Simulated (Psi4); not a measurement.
Intermolecular potential of Cl2 ··· Cl2 (SMILES ClCl and ClCl). Monomers: optimised at B3LYP-D3(BJ) (def2-TZVP), held rigid. Orientation: lowest of the rigid-body minima from ten starts at GFN2-xTB (searched outside a hard wall at short contacts). R is the distance of the centres of mass, along which the second monomer moves. The shortest distances reach bonding range, where SAPT0 and rigid monomers are unreliable.

Method: SAPT0/jun-cc-pVDZ, frozen core run with Psi4.

Components in kJ/mol:

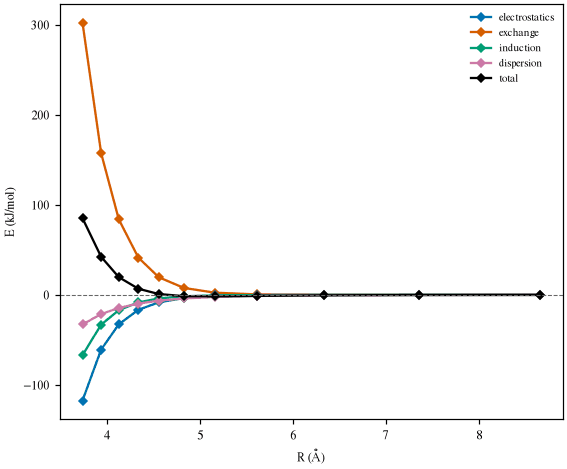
Components of the interaction energy.

```
R / Å  electrostatics  exchange  induction  dispersion  total
-----  --------------  --------  ---------  ----------  -----
3.74          -117.37    302.35     -67.00      -32.82  85.16
3.94           -60.80    157.48     -33.04      -21.32  42.31
4.13           -32.69     83.86     -17.02      -14.48  19.67
4.34           -16.62     41.38      -8.29       -9.64   6.84
4.56            -8.27     19.56      -3.94       -6.42   0.92
4.83            -3.55      7.71      -1.59       -4.00  -1.42
5.16            -1.27      2.45      -0.52       -2.33  -1.66
5.62            -0.31      0.50      -0.11       -1.18  -1.10
6.33            -0.03      0.04      -0.02       -0.49  -0.49
7.36             0.01      0.00       0.00       -0.17  -0.16
8.66             0.01      0.00       0.00       -0.06  -0.05
```
